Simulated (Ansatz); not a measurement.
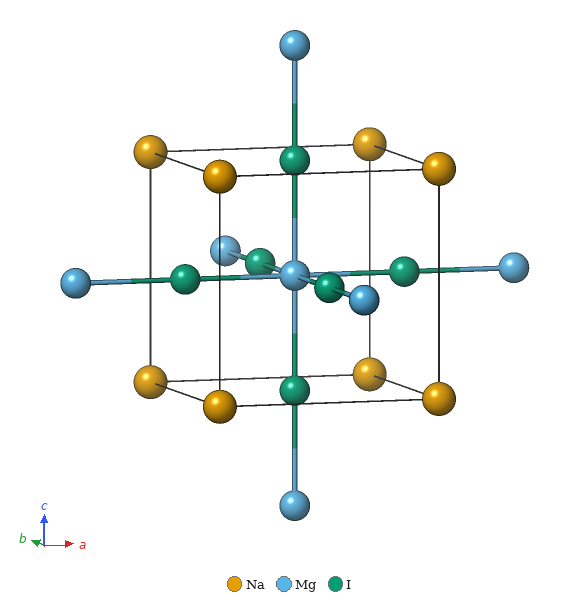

Drawn in the ball-and-stick manner and seen slightly off an axis. Atoms at the boundary of the unit cell (the box) are drawn once for each face, edge or corner they touch. Atoms just outside the outline that bond to atoms inside are added.

NaMgI3, a = 5.759 Å, b = 5.759 Å, c = 5.803 Å, α = 90.00°, β = 90.00°, γ = 90.00°. Strictly the space group is P4/mmm (No. 123, within 0.01 Å). It is a distorted form of a primitive cubic structure, space group Pm-3m (No. 221) within 0.25 Å: cubic perovskite. Origin of the cell: a structure type filled with these elements by a generator (whether the compound takes this form wasn't checked). The cell was then strained or its atoms displaced on purpose. It was the input of a calculation with Ansatz.

This one geometry was computed with Ansatz (DFT, plane waves, PAW) at three levels of theory: HSE06, r2SCAN and PBE. It was relaxed with r2SCAN and then strained.

### How does the band gap change with the level of theory?

PBE: a gap of 1.20 eV, indirect; r2SCAN: a gap of 1.81 eV, indirect; HSE06: a gap of 2.08 eV, indirect.

### Collect the results in a table.

| level | cutoff (eV) | k-mesh of the run's cell | gap (eV) | pressure (GPa) |
| --- | --- | --- | --- | --- |
| HSE06 | 420 | 4×4×4 | 2.08 | 0.1 |
| r2SCAN | 500 | 4×4×4 | 1.81 | 0.2 |
| PBE | 420 | 4×4×4 | 1.20 | 0.4 |

Gaps are taken on the k-mesh or band path of each run.
